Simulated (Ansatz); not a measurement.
# HOSi₂ (SMILES O1[Si]=[SiH]1) (doublet): what the fields show

Input file:

```
crystal:
  periodic: [false, false, false]
  atoms:
    - {symbol: O, position_ang: [0.570639, 1.118189, -0.318099]}
    - {symbol: Si, position_ang: [-0.417621, 1.031440, -1.645317]}
    - {symbol: Si, position_ang: [-0.134780, -0.470719, 0.151094]}
    - {symbol: H, position_ang: [1.122752, -1.325858, 0.150963]}
basis:
  gaussian: {orbitals: def2-TZVPD}
output: {forces: true, orbitals: {seedname: orbitals}}
hamiltonian: {xc: {name: PBE0}}
magnetization: {spin_polarized: true, initial_magnetization: 1}
```

Run with:

```sh
ansatz run input.yaml --threads 1 --pin off --max-ram 2610MiB --events-out events.jsonl --progress --plain --runs-dir runs
```

Geometry: PBE0-D3(BJ)/def2-SVP.

Computed with isolated molecule in a Gaussian basis; Kohn-Sham density functional theory, functional PBE0 (Ansatz 0.2.0).

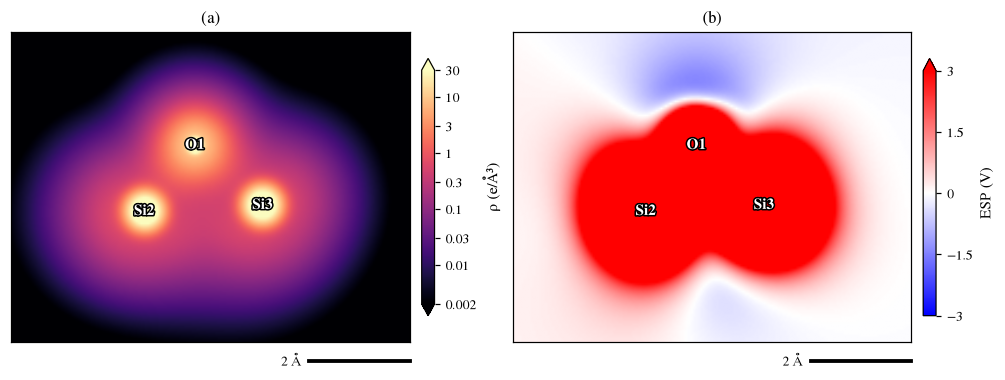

Figure 1. (a) total electron density; (b) electrostatic potential on the plane of atoms Si2, O1 and Si3.

Read the bonding off the picture.

The section cuts through O and Si sites. Si–O (1.66 Å): ρ is about 1.2 e/Å³ halfway. Si–Si (2.36 Å): ρ is about 0.47 e/Å³ halfway. Si–O (1.80 Å): ρ is about 0.85 e/Å³ halfway. Outside the dense part of the molecule the potential is most negative (−1.4 V) near O1.

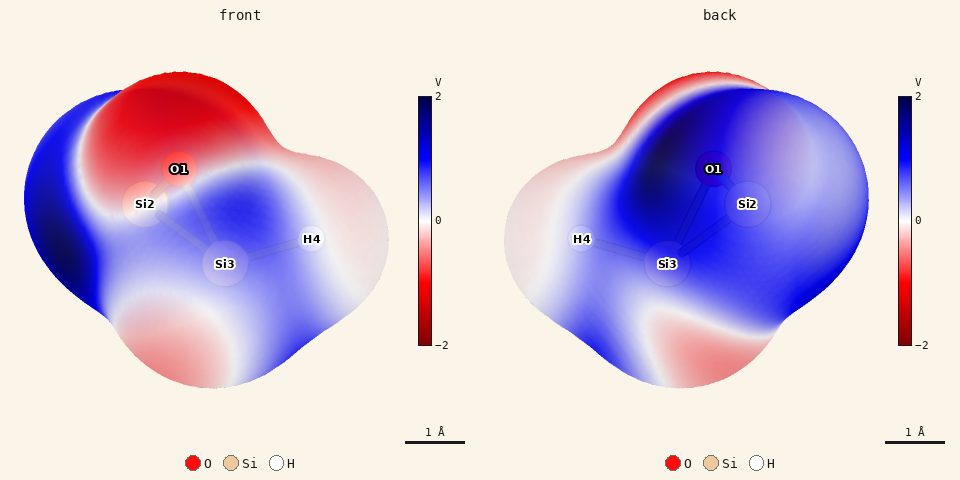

Figure 2. The electrostatic potential painted on the density surface at 0.002 e/bohr³, seen from the front and from behind; the colour scale runs from red (negative) to blue (positive).

Where is the surface potential most negative and most positive?

The most negative region (about −1.2 V, or −28 kcal/mol for a unit charge) lies over O1, the most positive (about +1.9 V, or +44 kcal/mol for a unit charge) over Si2. O1 is the likeliest acceptor of a hydrogen bond.

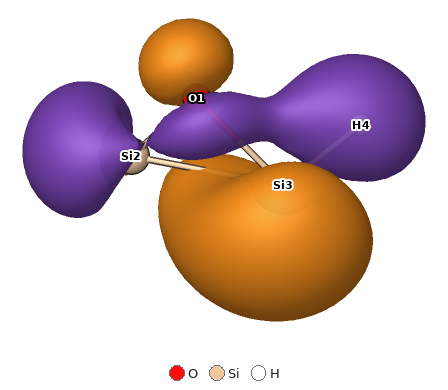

Figure 3. The HOMO−1 (α) at ±0.1 Å⁻³ᐟ² (orange and purple are the two phases), seen at an oblique angle.

Describe this orbital and give its energy.

It lies mainly on Si3 (about 55 %), Si2 (about 20 %), O1 (about 15 %) and H4 (about 15 %). Its energy is −7.01 eV.

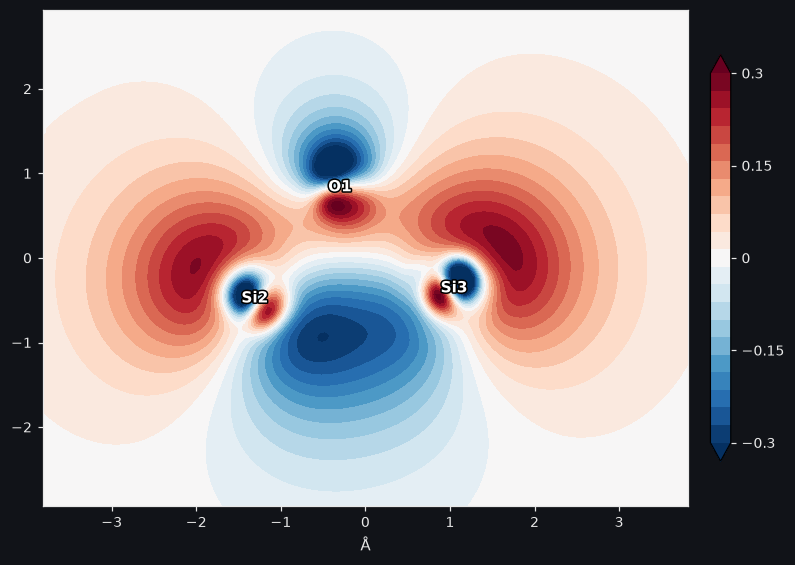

Figure 4. The HOMO (α) on the plane of atoms O1, Si3 and Si2 (values in Å⁻³ᐟ²; the overall sign is arbitrary).

What is the character of this orbital?

By Hirshfeld shares it lies mainly on Si3 (about 55 %), Si2 (about 35 %) and O1 (about 10 %). Its energy is −5.86 eV.
